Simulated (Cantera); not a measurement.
Charge: 1 mol CH3SiCl3, a varied amount of H2, equilibrated at 2200 °C and 45000 Pa.

Cantera equilibrium calculation (NASA polynomials, part measured and part estimated; ideal gas, pure solids and liquids). Candidate condensed phases: C, C6H6, C7H8, C8H18, Si, SiC; 109 gas species. The feed counts by its element totals alone. The tables' values for SiCl, SiCl3 are old estimates; treat these amounts as uncertain. Gases not in the tables: Si2H6 and higher silanes. Kinetics and transport are ignored.

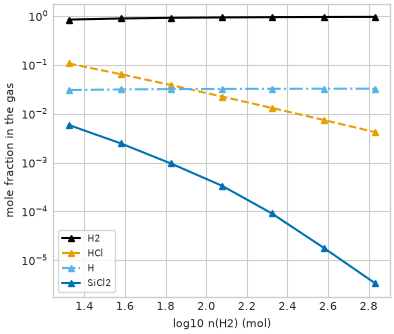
Figure. Equilibrium gas composition (values under 1e-9 drawn at 1e-9)

From 21 mol H2 to 120 mol H2 the condensed part is SiC(s). From 210 mol H2 to 680 mol H2 nothing is condensed. The main Si-bearing gas is SiCl2 at 21 mol H2 and Si at 680 mol H2.
